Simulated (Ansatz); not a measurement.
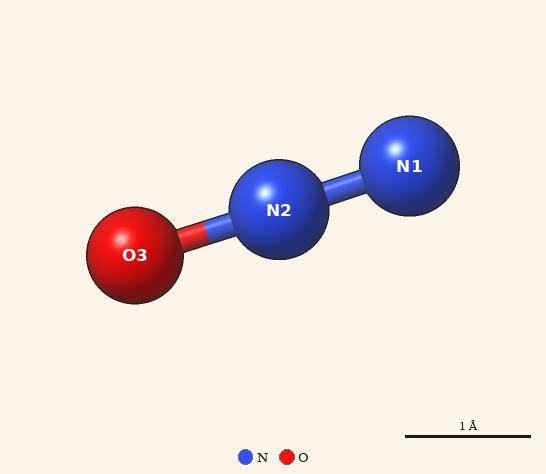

(Drawn from a calculation with Ansatz.)

Orthographic view. Distant atoms are faded towards the background colour. State: charge +1, doublet. Geometry: a fixed input geometry, not necessarily a minimum.

Give the distance matrix in Å.

```
atom    N1    N2    O3
  N1  0.00            
  N2  1.10  0.00      
  O3  2.31  1.21  0.00
```
